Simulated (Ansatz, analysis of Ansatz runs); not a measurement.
# Migration in GeSe2O6 (P2_1/c): P_O exchanging with V_O, charge +1, part 2 of 5

Aim: the barrier of one jump in GeSe2O6 (P2_1/c) at charge +1: P_O exchanging with V_O. The model is a cell of 36 host atoms with 1 site emptied and P put on another atom's site; P is the atom that moves.

Ansatz 0.2.0; plane-wave PAW DFT, PBEsol; nudged elastic band between two relaxed defect structures at fixed charge in a uniform background.

So far: Set-up; Relaxation of the start point, charge +1.

## 2. Relaxation of the start point, charge +1 (continued)

Level of this step: plane-wave PAW DFT, PBEsol; relaxation of all atoms of a defect supercell at fixed charge in a uniform background (Ansatz).

Step by step:

```
step  energy less that of the first step (eV)  largest force component (eV/Å)
   1                                   0.0000                         13.3620
   2                                  -3.8175                          2.8723
   3                                  -4.8383                          0.9733
   4                                  -5.1964                          0.8350
   5                                  -5.3283                          0.5498
   6                                  -5.3323                          0.4259
   7                                  -5.3654                          0.1247
   8                                  -5.3722                          0.0508
   9                                  -5.3745                          0.0170
  10                                  -5.3746                          0.0129
```

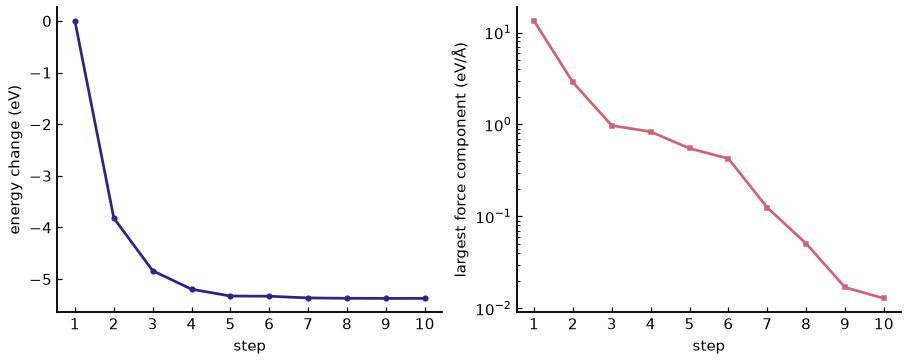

Energy and largest force along the relaxation.

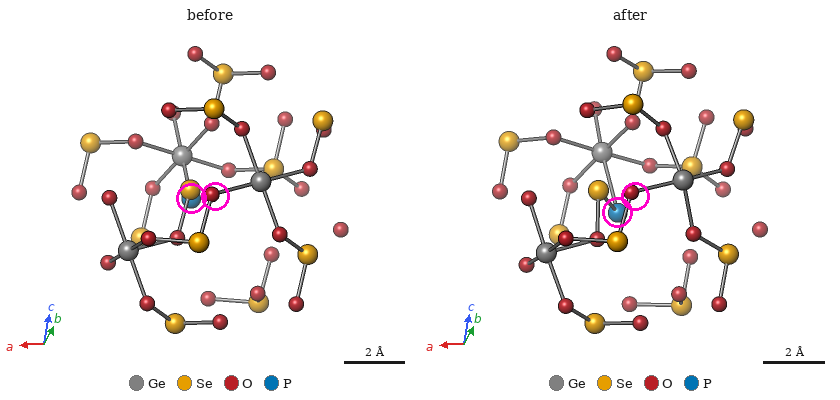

Before and after: the atoms that start within 5 Å of the centre. P24, which moves most, is ringed if it is among them. A ring with no atom in it marks the middle of the ideal hop. Bonds to atoms that aren't drawn are left out.

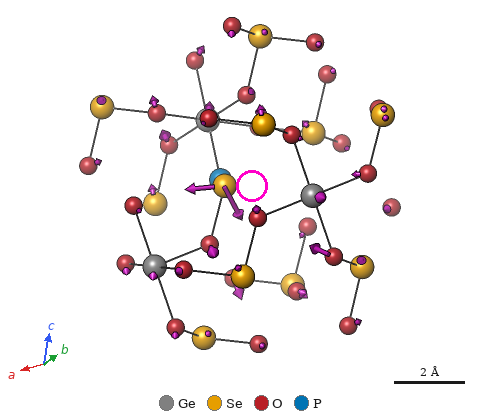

Displacements in the relaxation from the typed sites near the centre, exaggerated, the mean shift taken out; the longest in the cell stands for 0.54 Å. A ring marks the middle of the ideal hop wherever no atom is near it. Bonds to atoms that aren't drawn are left out.

The atoms that moved most (Å, from the sites as typed, ahead of the random displacement, the mean shift of all atoms taken out):

```
atom      dx      dy      dz  length
 P24   0.020  -0.334  -0.427   0.543
 Se7   0.337   0.114   0.104   0.371
 O22   0.218  -0.190   0.221   0.364
 O15  -0.044   0.247  -0.153   0.294
 O33  -0.077  -0.178   0.190   0.272
 Ge4  -0.119   0.198  -0.083   0.246
 O35  -0.006   0.074  -0.214   0.227
 O17   0.027  -0.133   0.163   0.212
```

Final coordinates:

```xyz
35
Lattice="5.0772 6.7873 -0.0041 -5.0772 6.7873 0.0041 -4.9501 0.0000 7.3244" Properties=species:S:1:pos:R:3 pbc="T T T"
Ge   -0.0509   -0.0920    0.1272
Ge   -0.0193    6.8687   -0.0372
Ge   -2.4467    3.4900    3.5759
Ge   -2.5971   10.3802    3.5805
Se   -2.5895    7.8558    1.5327
Se    2.4411    8.0337    1.4582
Se   -4.7303    2.3193    5.2234
Se   -5.0856    9.0514    5.0905
Se   -7.4613    5.5626    6.0122
Se   -2.3258    5.5664    5.9661
Se    0.0395    4.6377    2.0737
Se    0.1285   11.3226    2.2837
O    -1.6222    7.8513    0.0737
O     3.5048    7.8233    0.0880
O    -4.0563    2.5327    3.5807
O    -3.9057    9.0782    3.7721
O    -8.4682    5.5463    7.4216
O    -3.4746    5.7159    7.2554
O    -0.8768    4.5236    3.5455
O    -0.9532   11.2202    3.6905
O    -2.2274    2.9035    1.7884
O    -2.0317    9.4313    2.0874
O    -4.7736    7.4051    5.5023
P     0.3729    7.0146    5.0970
O    -2.7303    3.9792    5.4123
O    -2.7479   10.7376    5.4164
O    -5.4037    6.1667    1.8860
O    -0.2880    6.2868    1.7567
O    -4.0702    8.2318    0.7575
O     0.9898    8.3431    0.5743
O    -6.5208    8.7619    4.1863
O    -5.9329    5.2720    6.7113
O    -0.9740    5.1126    6.9073
O    -3.4717    4.9996    3.0505
O     1.5712    4.9650    2.8409
```

Neighbours of P24 at the end:

```
atom  distance (Å)
 Se7         2.096
 Ge1         2.391
 O15         2.837
 Se9         2.883
 O33         2.951
 O17         3.041
 O14         3.053
Se10         3.184
 O19         3.190
```

Read from the output:

```
free energy                                                                                       : -73471.0336 eV
largest move from the ideal geometry of this structure, a common shift of the far atoms taken out : 0.5578 Å
```

The relaxation gained 5.375 eV and ended with a largest force component of 0.013 eV/Å.

## 3. Relaxation of the end point, charge +1

The end point is relaxed in the same cell and settings, so that the two energies compare.

File qp1.end/input.yaml:

```yaml
crystal:
  lattice:
    - [5.07717925, 6.78733022, -0.00408761]
    - [-5.07717925, 6.78733022, 0.00408761]
    - [-4.9500808, 0.0, 7.32442304]
  atoms:
    - { symbol: Ge, position: [0.0, 0.0, 0.0] }
    - { symbol: Ge, position: [0.5, 0.5, 0.0] }
[... 1 atom line left out ...]
    - { symbol: Ge, position: [0.75, 0.75, 0.5] }
[... 2 atom lines left out ...]
    - { symbol: Se, position: [0.00415273, 0.32057806, 0.6986224] }
[... 2 atom lines left out ...]
    - { symbol: Se, position: [0.57057806, 0.25415273, 0.8013776] }
[... 3 atom lines left out ...]
    - { symbol: O, position: [0.93515533, 0.22813619, 0.00948972] }
    - { symbol: O, position: [0.02186381, 0.31484467, 0.50948972] }
[... 4 atom lines left out ...]
    - { symbol: O, position: [0.97813619, 0.68515533, 0.49051028] }
[... 3 atom lines left out ...]
    - { symbol: P, position: [0.783827, 0.49951, 0.583443] }
[... 1 atom line left out ...]
    - { symbol: O, position: [0.88844331, 0.69408054, 0.74545249] }
[... 1 atom line left out ...]
    - { symbol: O, position: [0.55591946, 0.36155669, 0.24545249] }
    - { symbol: O, position: [0.25120127, 0.96935603, 0.0826288] }
[... 3 atom lines left out ...]
    - { symbol: O, position: [0.74879873, 0.03064397, 0.9173712] }
[... 1 atom line left out ...]
    - { symbol: O, position: [0.71935603, 0.00120127, 0.4173712] }
total_charge: 1
basis:
  ecutwfc: 420
  xc_grid: 2
hamiltonian:
  xc: pbesol
kpoints:
  mp_grid: { grid: [1, 1, 1] }
scf:
  occupations: { method: fixed }
  max_iter: 60
output:
  forces: true
relax:
  f_tol: 0.015
  max_steps: 70
  random_displacement: { amplitude: 0.03, seed: 6082 }
```

Launch:

```sh
ansatz run input.yaml --threads 4 --pin off --max-ram 7536MiB --backend cpu --events-out ev --progress --plain --runs-dir out
```

Numbers of over 12 decimals in the logs are rounded to 6 here.

The log of the run:

```text
[...]
Crystal: 35 atoms, lattice volume = 504.532 Å³
Basis set: ecut = 420 eV, 9837 PW (Γ), exchange–correlation on 120×120×120 points (8 copies of the dense FFT grid, shifted against one another)
Bands: 195, of which v1, the nominal top of the filled ones, is band 160 counted from 1 (159 counted from 0)
Symmetry: 1 space group operations
k-points: 1
[...]
SCF iter   1: F=—  HF=-73464.472260 eV  |F-HF|=—  |Δ(HF+E_count)|=         —  Δρ=1.58e-2  dr2=1.84e0  ethr=1.77e-3  ⟨swp⟩=5.0  Hψ=680  notcnv=0  defer=33
[...]
SCF iter  10: F=-73463.839726 eV  HF=-73463.839725 eV  |F-HF|=1.58e-6  |Δ(HF+E_count)|=   7.63e-6  Δρ=1.65e-5  dr2=1.60e-6  ethr=1.76e-9  ⟨swp⟩=4.0  Hψ=589  notcnv=0
SCF 1 converged in 10 iterations: F = -73463.839726 eV  dr2 = 1.60e-6
[...]
- { symbol: Se, position: [0.497163, 0.833493, 0.695450] }
    - { symbol: Se, position: [0.073409, 0.750000, 0.814905] }
    - { symbol: Se, position: [0.561193, 0.268925, 0.789084] }
    - { symbol: Se, position: [0.499065, 0.182751, 0.296918] }
    - { symbol: Se, position: [0.997807, 0.664747, 0.320892] }
    - { symbol: O, position: [0.432130, 0.731960, 0.005436] }
    - { symbol: O, position: [0.943752, 0.219194, 0.021182] }
    - { symbol: O, position: [0.016131, 0.347820, 0.472271] }
    - { symbol: O, position: [0.514631, 0.833238, 0.504792] }
    - { symbol: O, position: [0.070800, 0.768239, 1.006524] }
    - { symbol: O, position: [0.574784, 0.272286, 0.988100] }
    - { symbol: O, position: [0.484822, 0.187591, 0.487542] }
    - { symbol: O, position: [0.982740, 0.673049, 0.507654] }
[...]
- { symbol: P, position: [0.774699, 0.453058, 0.657147] }
[...]
- { symbol: O, position: [0.252831, 0.529950, 0.922387] }
    - { symbol: O, position: [0.759422, 0.055689, 0.878683] }
    - { symbol: O, position: [0.227901, 0.504148, 0.424013] }
    - { symbol: O, position: [0.724687, 0.004387, 0.414727] }
[key lines of the parts left out:]
SCF converged after 7 iterations
Free energy (F): -73470.713205 eV
Fermi energy:    5.593319 eV
```

It took 63 s on 4 threads of Arm Neoverse N1, shared host; peak memory 0.67 GiB; 3.8 min of CPU time.

Step by step:

```
step  energy less that of the first step (eV)  largest force component (eV/Å)
   1                                   0.0000                         15.0345
   2                                  -4.5774                          4.5863
   3                                  -5.8272                          1.5160
   4                                  -6.3848                          0.7279
   5                                  -6.6194                          0.8043
   6                                  -6.7660                          0.5920
   7                                  -6.8225                          0.5189
   8                                  -6.8407                          0.2538
   9                                  -6.8556                          0.0984
  10                                  -6.8601                          0.0794
  11                                  -6.8647                          0.1018
  12                                  -6.8679                          0.1272
  13                                  -6.8702                          0.1258
  14                                  -6.8719                          0.0822
  15                                  -6.8731                          0.0342
  16                                  -6.8733                          0.0178
  17                                  -6.8735                          0.0129
```

The atoms that moved most (Å, from the sites as typed, ahead of the random displacement, the mean shift of all atoms taken out):

```
atom      dx      dy      dz  length
 Se7   0.440  -0.850  -0.433   1.051
 P24  -0.173  -0.378   0.539   0.680
 O33   0.121   0.241  -0.284   0.392
 O15  -0.010   0.184  -0.274   0.330
 Ge1  -0.067  -0.068   0.273   0.289
 O27  -0.167  -0.096   0.130   0.232
Se12  -0.010  -0.087   0.142   0.167
 O21   0.057   0.120  -0.069   0.150
```

Neighbours of P24 at the end:

```
atom  distance (Å)
 Se7         2.083
 Ge4         2.414
 O14         2.712
 O26         2.773
 O16         2.852
Se10         2.977
 O15         3.138
 O20         3.178
```

Read from the output:

```yaml
free_energy: -73470.7132 eV
largest_move_from_the_ideal_geometry_of_this_structure_a_common_shift_of_the_far_atoms_taken_out: 1.080 Å
```

The relaxation gained 6.873 eV and ended with a largest force component of 0.013 eV/Å. The end lies 0.320 eV above the start.

(Continued in part 3 of 5.)

[Logs are printed without paths, hosts, clocks, repeated set-up lines and the standing remarks that a program may print on its own settings, such as how far it seeks lower states.]

[Hosts, paths, dates, database ids (printed as entryN), source tags and the programs' standing remarks are cut or masked in the printed files.]
